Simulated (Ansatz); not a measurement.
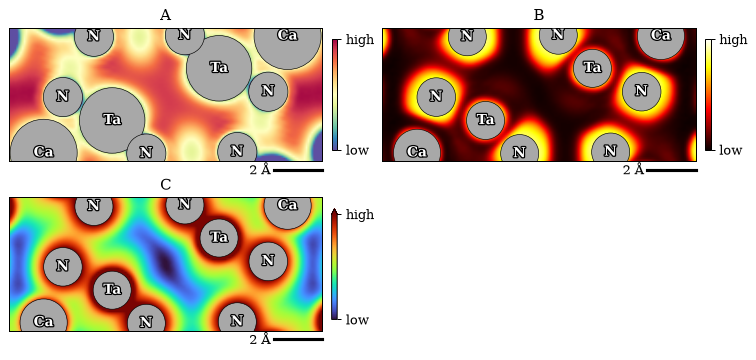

CaTa$_{2}$N$_{4}$: 3 fields on the (010) plane of the conventional cell, with unlabelled colour scales. Grey discs cover the atomic cores.

Space group C2/m; a structure from a database of computed crystals, not necessarily the ambient phase; started from the TiCr2S4-12 prototype, which need not be the ambient phase.

Theory: Ansatz 0.2.0, DFT, PBEsol, plane waves, PAW.

Q: The panels show electron localisation function, electrostatic potential energy of an electron and valence pseudo-density in some order. Assign them.

A: Panel A: electrostatic potential energy of an electron (low next to the atoms, rising into the space between them). Panel B: electron localisation function. Panel C: valence pseudo-density. From the grid: Ca–N (2.44 Å): ρ at the midpoint is about 0.25 e/Å³; the ELF peaks at about 0.85 in the valence shell of N, 0.7 Å from its nucleus, and is about 0.10 at the midpoint (a closed-shell, largely ionic contact).
